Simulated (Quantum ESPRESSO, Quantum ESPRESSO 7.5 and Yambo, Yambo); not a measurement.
**Quasiparticle gap of ZnSe (Stilleite) in Yambo**

Aim: the G0W0 gap of ZnSe (Stilleite) on PBE, step by step.

Program: Quantum ESPRESSO 7.5 and Yambo 5.3.0. Level of theory: PBE and many-body steps on it, plane waves. Results are calculated unless marked as measured.

**Experimental background.**

- Gap 2.695 ± 0.003 eV: excitonic gap from free-exciton PL, not corrected for exciton binding; photoluminescence; 300 K; bulk crystal (Bridgman-grown crystal, polished and etched) (“Alloy Disordering Effects on the Thermal Conductivity and Energy Gap Temperature Dependence of Cd1−xZnxSe Ternary Crystals Grown by the Bridgman Method”, 2023, pmc:10253836).

## Step 1: The structure

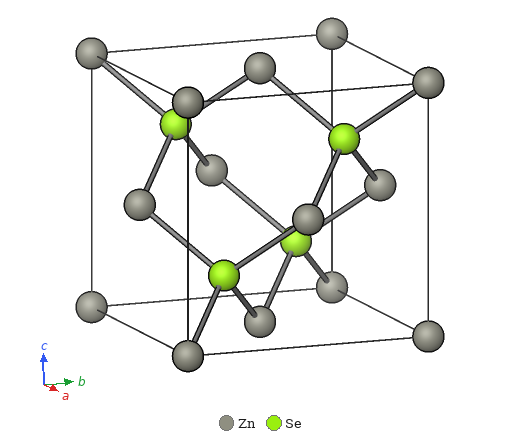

The starting structure, seen slightly off an axis (zinc grey, selenium green). This picture shows the conventional cell, with its axes. Bonds to atoms that aren't drawn are left out. Some periodic images of atoms are drawn too.

The cell and positions come from the Crystallography Open Database and are kept as given unless a step says otherwise.

## Step 2: Ground state

This step: Quantum ESPRESSO 7.5; DFT, PBE, plane waves, norm-conserving pseudopotentials.

The ground-state density comes first.

File pw.in:

```
&control
  calculation = 'scf'
  prefix = 'x'
  outdir = 'o'
  pseudo_dir = 'pseudo'
/
&system
  ibrav = 0
  nat = 2
  ntyp = 2
  ecutwfc = 104.0
  nbnd = 27
  force_symmorphic = .true.
/
&electrons
  conv_thr = 1e-10
  electron_maxstep = 80
  mixing_beta = 0.5
/
ATOMIC_SPECIES
  Zn 65.38 Zn.upf
  Se 78.971 Se.upf
CELL_PARAMETERS angstrom
  -0.0000000000 2.8338000000 2.8338000000
  2.8338000000 -0.0000000000 2.8338000000
  2.8338000000 2.8338000000 0.0000000000
ATOMIC_POSITIONS crystal
  Zn 0.0000000000 0.0000000000 0.0000000000
  Se 0.2500000000 0.2500000000 0.2500000000
K_POINTS automatic
  6 6 6 0 0 0
```

The run is started by

```console
$ OMP_NUM_THREADS=1 mpirun -n 4 pw.x -nk 4 -in pw.in > pw.out
```

Log:

```text
Program PWSCF v.7.5 starts

     This program is part of the open-source Quantum ESPRESSO suite
     for quantum simulation of materials; please cite
         "P. Giannozzi et al., J. Phys.:Condens. Matter 21 395502 (2009);
         "P. Giannozzi et al., J. Phys.:Condens. Matter 29 465901 (2017);
         "P. Giannozzi et al., J. Chem. Phys. 152 154105 (2020);
     in publications or presentations arising from this work. More details at
     Message from routine setup:
     using ibrav=0 with symmetry is DISCOURAGED, use correct ibrav instead

     G-vector sticks info

     bravais-lattice index     =            0
     lattice parameter (alat)  =       7.5733  a.u.
     unit-cell volume          =     307.1384 (a.u.)^3
     number of atoms/cell      =            2
     number of atomic types    =            2
     number of electrons       =        44.00
     number of Kohn-Sham states=           27
     kinetic-energy cutoff     =     104.0000  Ry
     charge density cutoff     =     416.0000  Ry
     scf convergence threshold =      1.0E-10
     mixing beta               =       0.5000
     number of iterations used =            8  plain     mixing
     Exchange-correlation= PBE
                           (   1   4   3   4   0   0   0)

     celldm(1)=   7.573263  celldm(2)=   0.000000  celldm(3)=   0.000000
     celldm(4)=   0.000000  celldm(5)=   0.000000  celldm(6)=   0.000000

     crystal axes: (cart. coord. in units of alat)
               a(1) = (  -0.000000   0.707107   0.707107 )
               a(2) = (   0.707107  -0.000000   0.707107 )
               a(3) = (   0.707107   0.707107   0.000000 )

     reciprocal axes: (cart. coord. in units 2 pi/alat)
               b(1) = ( -0.707107  0.707107  0.707107 )
               b(2) = (  0.707107 -0.707107  0.707107 )
               b(3) = (  0.707107  0.707107 -0.707107 )
     Pseudo is Norm-conserving + core correction, Zval = 20.0
     Generated using ONCVPSP code by D. R. Hamann
     Using radial grid of 1326 points,  6 beta functions with:
     Pseudo is Norm-conserving + core correction, Zval = 24.0
     Generated using ONCVPSP code by D. R. Hamann
     Using radial grid of 1214 points,  6 beta functions with:
     Zn               20.00    65.38000     Zn( 1.00)
     Se               24.00    78.97100     Se( 1.00)

     24 Sym. Ops. (no inversion) found

   Cartesian axes

     site n.     atom                  positions (alat units)
         1        Zn     tau(   1) = (   0.0000000   0.0000000   0.0000000  )
         2        Se     tau(   2) = (   0.3535534   0.3535534   0.3535534  )

     number of k points=    16
                       cart. coord. in units 2pi/alat
        k(    1) = (   0.0000000   0.0000000   0.0000000), wk =   0.0092593
        k(    2) = (   0.1178511   0.1178511  -0.1178511), wk =   0.0740741
        k(    3) = (   0.2357023   0.2357023  -0.2357023), wk =   0.0740741
        k(    4) = (  -0.3535534  -0.3535534   0.3535534), wk =   0.0370370
        k(    5) = (   0.2357023   0.0000000  -0.0000000), wk =   0.0555556
        k(    6) = (   0.3535534   0.1178511  -0.1178511), wk =   0.2222222
        k(    7) = (  -0.2357023  -0.4714045   0.4714045), wk =   0.2222222
        k(    8) = (  -0.1178511  -0.3535534   0.3535534), wk =   0.2222222
        k(    9) = (   0.0000000  -0.2357023   0.2357023), wk =   0.1111111
        k(   10) = (   0.4714045   0.0000000  -0.0000000), wk =   0.0555556
     [... 4 further rows ...]
        k(   15) = (  -0.1178511  -0.3535534   0.5892557), wk =   0.2222222
        k(   16) = (  -0.7071068   0.2357023   0.0000000), wk =   0.1111111

     Dense  grid:    44039 G-vectors     FFT dimensions: (  50,  50,  50)

     Initial potential from superposition of free atoms

     starting charge      43.9998, renormalised to      44.0000
     Starting wfcs are   23 randomized atomic wfcs +    4 random wfcs

     per-process dynamical memory:    37.3 Mb

     Self-consistent Calculation

     iteration #  1     ecut=   104.00 Ry     beta= 0.50

     Threshold (ethr) on eigenvalues was too large:
     Diagonalizing with lowered threshold

     total energy              =   -1094.69459579 Ry
     estimated scf accuracy    <       0.06864132 Ry

     iteration #  2     ecut=   104.00 Ry     beta= 0.50

     total energy              =   -1094.71110476 Ry
     estimated scf accuracy    <       0.00757748 Ry

     iteration #  3     ecut=   104.00 Ry     beta= 0.50

     total energy              =   -1094.71208361 Ry
     estimated scf accuracy    <       0.00096098 Ry

     iteration #  4     ecut=   104.00 Ry     beta= 0.50

     total energy              =   -1094.71214416 Ry
     estimated scf accuracy    <       0.00004355 Ry

     iteration #  5     ecut=   104.00 Ry     beta= 0.50

     total energy              =   -1094.71215038 Ry
     estimated scf accuracy    <       0.00000275 Ry

     iteration #  6     ecut=   104.00 Ry     beta= 0.50

     total energy              =   -1094.71215092 Ry
     estimated scf accuracy    <       0.00000008 Ry

     iteration #  7     ecut=   104.00 Ry     beta= 0.50

     total energy              =   -1094.71215094 Ry
     estimated scf accuracy    <          6.8E-09 Ry

     iteration #  8     ecut=   104.00 Ry     beta= 0.50

     total energy              =   -1094.71215094 Ry
     estimated scf accuracy    <          8.0E-10 Ry

     iteration #  9     ecut=   104.00 Ry     beta= 0.50

     total energy              =   -1094.71215094 Ry
     estimated scf accuracy    <          8.3E-10 Ry

     iteration # 10     ecut=   104.00 Ry     beta= 0.50

     End of self-consistent calculation

          k = 0.0000 0.0000 0.0000 (  5577 PWs)   bands (ev):

  -198.4430-137.9212-137.9212-137.9212-116.4660 -70.6256 -70.6256 -70.6256
   -38.0966 -38.0966 -38.0966 -38.0925 -38.0925  -4.4790   2.2368   2.2368
     2.2368   2.6049   2.6049   8.7791   8.7791   8.7791  10.0703  14.5929
    14.5929  14.5929  18.7189

          k = 0.1179 0.1179-0.1179 (  5510 PWs)   bands (ev):

  -198.4430-137.9212-137.9212-137.9212-116.4660 -70.6256 -70.6256 -70.6256
   -38.0966 -38.0965 -38.0965 -38.0924 -38.0924  -4.3047   2.2533   2.2634
     2.2634   2.6032   2.6032   6.8758   8.5270   8.5270  11.3325  14.6604
    14.9952  14.9952  19.2604

          k = 0.2357 0.2357-0.2357 (  5504 PWs)   bands (ev):

  -198.4430-137.9212-137.9212-137.9212-116.4660 -70.6257 -70.6256 -70.6256
   -38.0965 -38.0964 -38.0964 -38.0924 -38.0924  -3.9136   2.3079   2.3079
     2.4075   2.6115   2.6115   4.7258   8.1000   8.1000  11.4635  15.2671
    15.2671  16.3556  19.2138

          k =-0.3536-0.3536 0.3536 (  5480 PWs)   bands (ev):

     [... further k-points ...]

     highest occupied, lowest unoccupied level (ev):     8.7791   10.0703

!    total energy              =   -1094.71215094 Ry
     estimated scf accuracy    <          1.7E-12 Ry

     The total energy is the sum of the following terms:
     one-electron contribution =    -960.68639518 Ry
     hartree contribution      =     458.33134232 Ry
     xc contribution           =    -102.66706941 Ry
     ewald contribution        =    -489.69002867 Ry

     convergence has been achieved in  10 iterations

     XML data file, charge density, pseudopotentials, collected wavefunctions

=------------------------------------------------------------------------------=
   JOB DONE.
=------------------------------------------------------------------------------=
```

Wall time 13 s (4 MPI ranks of Arm Neoverse V1, shared host); peak memory 0.35 GiB; 52 s of CPU time.

This step gave:

* total energy: -14894.3176 eV
* gap: 1.291 eV
* k of the valence top: 0, 0, 0
* k of the conduction bottom: 0, 0, 0
* least direct gap: 1.291 eV

The gap is direct, at Γ.

## Step 3: Bands along the symmetry lines

Levels along a band path, at the cheap level, show where the edges lie and whether the meshes to come will hold them.

File pw.in:

```
&control
  calculation = 'bands'
  prefix = 'x'
  outdir = 'o'
  pseudo_dir = 'pseudo'
/
&system
  ibrav = 0
  nat = 2
  ntyp = 2
  ecutwfc = 104.0
  nbnd = 28
  force_symmorphic = .true.
/
&electrons
  conv_thr = 1e-9
  electron_maxstep = 80
  diago_full_acc = .true.
  diago_thr_init = 5e-6
/
ATOMIC_SPECIES
  Zn 65.38 Zn.upf
  Se 78.971 Se.upf
CELL_PARAMETERS angstrom
  -0.0000000000 2.8338000000 2.8338000000
  2.8338000000 -0.0000000000 2.8338000000
  2.8338000000 2.8338000000 0.0000000000
ATOMIC_POSITIONS crystal
  Zn 0.0000000000 0.0000000000 0.0000000000
  Se 0.2500000000 0.2500000000 0.2500000000
K_POINTS crystal
  50
  0.00000000 0.00000000 0.00000000 1
  -0.06250000 -0.06250000 0.00000000 1
  -0.12500000 -0.12500000 0.00000000 1
  -0.18750000 -0.18750000 0.00000000 1
  -0.25000000 -0.25000000 0.00000000 1
  -0.31250000 -0.31250000 0.00000000 1
  -0.37500000 -0.37500000 0.00000000 1
  -0.43750000 -0.43750000 0.00000000 1
  -0.50000000 -0.50000000 0.00000000 1
  -0.48437500 -0.48437500 0.03125000 1
  -0.46875000 -0.46875000 0.06250000 1
  -0.45312500 -0.45312500 0.09375000 1
  -0.43750000 -0.43750000 0.12500000 1
  -0.42187500 -0.42187500 0.15625000 1
  -0.40625000 -0.40625000 0.18750000 1
  -0.39062500 -0.39062500 0.21875000 1
  -0.37500000 -0.37500000 0.25000000 1
  -0.37500000 0.00000000 0.37500000 1
  -0.32812500 0.00000000 0.32812500 1
  -0.28125000 0.00000000 0.28125000 1
  -0.23437500 0.00000000 0.23437500 1
  -0.18750000 0.00000000 0.18750000 1
  -0.14062500 0.00000000 0.14062500 1
  -0.09375000 0.00000000 0.09375000 1
  -0.04687500 0.00000000 0.04687500 1
  0.00000000 0.00000000 0.00000000 1
  0.00000000 0.00000000 0.06250000 1
  0.00000000 0.00000000 0.12500000 1
  0.00000000 0.00000000 0.18750000 1
  0.00000000 0.00000000 0.25000000 1
  0.00000000 0.00000000 0.31250000 1
  0.00000000 0.00000000 0.37500000 1
  0.00000000 0.00000000 0.43750000 1
  0.00000000 0.00000000 0.50000000 1
  -0.06250000 -0.03125000 0.46875000 1
  -0.12500000 -0.06250000 0.43750000 1
  -0.18750000 -0.09375000 0.40625000 1
  -0.25000000 -0.12500000 0.37500000 1
  -0.31250000 -0.15625000 0.34375000 1
  -0.37500000 -0.18750000 0.31250000 1
  -0.43750000 -0.21875000 0.28125000 1
  -0.50000000 -0.25000000 0.25000000 1
  -0.50000000 -0.28125000 0.21875000 1
  -0.50000000 -0.31250000 0.18750000 1
  -0.50000000 -0.34375000 0.15625000 1
  -0.50000000 -0.37500000 0.12500000 1
  -0.50000000 -0.40625000 0.09375000 1
  -0.50000000 -0.43750000 0.06250000 1
  -0.50000000 -0.46875000 0.03125000 1
  -0.50000000 -0.50000000 0.00000000 1
```

Log:

```text
[banner, memory and clock lines left out]
Program PWSCF v.7.5 starts

     Atomic positions and unit cell read from directory:
     o/x.save/

     Message from routine setup:
     using ibrav=0 with symmetry is DISCOURAGED, use correct ibrav instead

     G-vector sticks info

     bravais-lattice index     =            0
     lattice parameter (alat)  =       7.5733  a.u.
     unit-cell volume          =     307.1384 (a.u.)^3
     number of atoms/cell      =            2
     number of atomic types    =            2
     number of electrons       =        44.00
     number of Kohn-Sham states=           28
     kinetic-energy cutoff     =     104.0000  Ry
     charge density cutoff     =     416.0000  Ry
     Exchange-correlation= PBE
                           (   1   4   3   4   0   0   0)

     celldm(1)=   7.573263  celldm(2)=   0.000000  celldm(3)=   0.000000
     celldm(4)=   0.000000  celldm(5)=   0.000000  celldm(6)=   0.000000

     crystal axes: (cart. coord. in units of alat)
               a(1) = (  -0.000000   0.707107   0.707107 )
               a(2) = (   0.707107  -0.000000   0.707107 )
               a(3) = (   0.707107   0.707107   0.000000 )

     reciprocal axes: (cart. coord. in units 2 pi/alat)
               b(1) = ( -0.707107  0.707107  0.707107 )
               b(2) = (  0.707107 -0.707107  0.707107 )
               b(3) = (  0.707107  0.707107 -0.707107 )
     Pseudo is Norm-conserving + core correction, Zval = 20.0
     Generated using ONCVPSP code by D. R. Hamann
     Using radial grid of 1326 points,  6 beta functions with:
     Pseudo is Norm-conserving + core correction, Zval = 24.0
     Generated using ONCVPSP code by D. R. Hamann
     Using radial grid of 1214 points,  6 beta functions with:
     Zn               20.00    65.38000     Zn( 1.00)
     Se               24.00    78.97100     Se( 1.00)

     24 Sym. Ops. (no inversion) found

   Cartesian axes

     site n.     atom                  positions (alat units)
         1        Zn     tau(   1) = (   0.0000000   0.0000000   0.0000000  )
         2        Se     tau(   2) = (   0.3535534   0.3535534   0.3535534  )

     number of k points=    50
                       cart. coord. in units 2pi/alat
        k(    1) = (   0.0000000   0.0000000   0.0000000), wk =   0.0400000
        k(    2) = (   0.0000000   0.0000000  -0.0883883), wk =   0.0400000
        k(    3) = (   0.0000000   0.0000000  -0.1767767), wk =   0.0400000
[...]
[... 38 further rows ...]
        k(   49) = (   0.0441942  -0.0000000  -0.7071068), wk =   0.0400000
        k(   50) = (   0.0000000   0.0000000  -0.7071068), wk =   0.0400000

     Dense  grid:    44039 G-vectors     FFT dimensions: (  50,  50,  50)

     The potential is recalculated from file :
     o/x.save/charge-density

     Starting wfcs are   23 randomized atomic wfcs +    5 random wfcs

     Band Structure Calculation

     End of band structure calculation

          k = 0.0000 0.0000 0.0000 (  5577 PWs)   bands (ev):

  -198.4430-137.9212-137.9212-137.9212-116.4660 -70.6256 -70.6256 -70.6256
   -38.0966 -38.0966 -38.0966 -38.0925 -38.0925  -4.4790   2.2368   2.2368
     2.2368   2.6048   2.6048   8.7791   8.7791   8.7791  10.0703  14.5929
    14.5929  14.5929  18.7189  20.2713

          k = 0.0000 0.0000-0.0884 (  5533 PWs)   bands (ev):

  -198.4430-137.9212-137.9212-137.9212-116.4660 -70.6257 -70.6256 -70.6256
   -38.0966 -38.0965 -38.0965 -38.0925 -38.0924  -4.4446   2.2344   2.2444
[...]
14.7705  14.7705  19.0507  19.4940

          k = 0.0000 0.0000-0.1768 (  5513 PWs)   bands (ev):

  -198.4430-137.9212-137.9212-137.9212-116.4660 -70.6257 -70.6257 -70.6257
[...]
15.2587  15.2587  18.2447  20.0328

          k =-0.0000 0.0000-0.2652 (  5525 PWs)   bands (ev):

[...]
k = 0.0000 0.0000-0.3536 (  5457 PWs)   bands (ev):

[...]
k = 0.0000-0.0000-0.4419 (  5498 PWs)   bands (ev):

[...]
k =-0.0000 0.0000-0.5303 (  5514 PWs)   bands (ev):

[...]
k = 0.0000-0.0000-0.6187 (  5514 PWs)   bands (ev):

[...]
k = 0.5303-0.0000-0.5303 (  5486 PWs)   bands (ev):

[...]
k = 0.0000 0.0000 0.0000 (  5577 PWs)   bands (ev):

[...]
k = 0.1326 0.0000-0.7071 (  5496 PWs)   bands (ev):

[...]
k = 0.0884-0.0000-0.7071 (  5482 PWs)   bands (ev):

[...]
k = 0.0442-0.0000-0.7071 (  5482 PWs)   bands (ev):

  -198.4430-137.9212-137.9212-137.9212-116.4660 -70.6257 -70.6257 -70.6257
[...]
19.3693  19.8449  20.0979  22.7170

          k = 0.0000 0.0000-0.7071 (  5514 PWs)   bands (ev):

  -198.4430-137.9212-137.9212-137.9212-116.4660 -70.6257 -70.6257 -70.6257
   -38.0967 -38.0962 -38.0962 -38.0925 -38.0923  -3.4224   2.2680   2.4896
     2.4896   2.6531   2.7852   4.0297   6.5968   6.5968  11.7736  12.2469
    19.5147  20.0353  20.0353  22.7657

     XML data file, pseudopotentials, collected wavefunctions
```

The job ended after 8.3 s (4 MPI ranks; peak memory 0.27 GiB).

This step gave:

* gap: 1.291 eV
* k of the valence top: 0, 0, 0
* k of the conduction bottom: 0, 0, 0
* least direct gap: 1.291 eV

The gap is 1.291 eV, as in the run before at this level.

The electronic bands at the labelled points (eV, zero at the top of the highest filled band):

```
    point  band 19  band 20  band 21  band 22  band 23  band 24  band 25  band 26
        Γ    -6.17     0.00     0.00     0.00     1.29     5.81     5.81     5.81
        X    -5.99    -4.75    -2.18    -2.18     2.99     3.47    10.74    11.26
        U    -5.91    -4.71    -3.08    -1.79     3.59     5.60     9.05     9.28
jump to K    -5.91    -4.71    -3.08    -1.79     3.59     5.60     9.05     9.28
        Γ    -6.17     0.00     0.00     0.00     1.29     5.81     5.81     5.81
        L    -6.01    -5.22    -0.87    -0.87     2.55     6.39     6.39     8.58
        W    -5.87    -4.68    -2.76    -2.66     5.49     5.56     6.97     7.72
        X    -5.99    -4.75    -2.18    -2.18     2.99     3.47    10.74    11.26
```

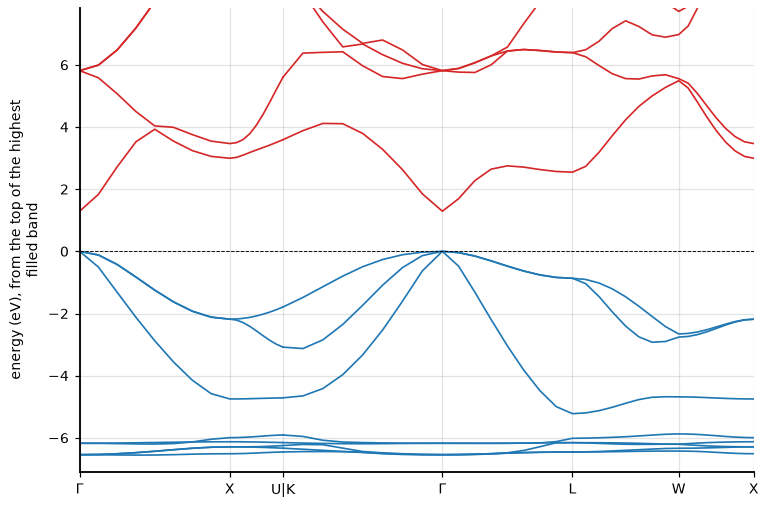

Electronic bands along the path; lines of filled and empty bands in two colours.

(Part 1 of 3 ends here.)

[Paths, hosts, dates, memory and timing lines, banners, echoed tables and standing remarks are left out of the program output.]

[Logs are printed without paths, hosts, clocks, repeated set-up lines and the standing remarks that a program may print on its own settings, such as how far it seeks lower states.]

[Runs of the session that timed out or met a known fault of the program may be left out.]

[Hosts, paths, dates, database ids (printed as entryN), source tags and the programs' standing remarks are cut or masked in the printed files.]
